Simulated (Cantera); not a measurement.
Input: 1 mol c-C4F8, 0.028 mol F2, 12 mol H2, equilibrated at 21.0 Torr.

Method: chemical equilibrium by Gibbs-energy minimisation in Cantera with the NASA 1993 tables (ideal gas, pure condensed phases). Candidate condensed phases: C, C6H6, C7H8, C8H18; 95 gas species. The feed counts by its element totals alone. Equilibrium is a limit: real reactors are often held back by kinetics, nucleation or transport.

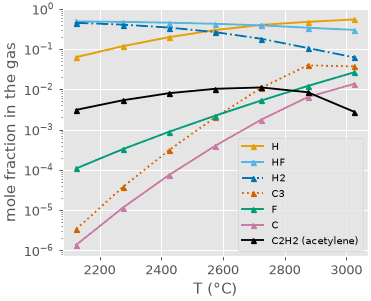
Figure. Equilibrium gas composition (values under 1e-9 drawn at 1e-9)

**Question.** Read off the mole fractions at 2575 °C.

**Answer.** HF about 0.42, H about 0.30, H2 about 0.26, C2H2 (acetylene) about 0.010, F about 0.0022, C3 about 0.0020, C about 0.00039.
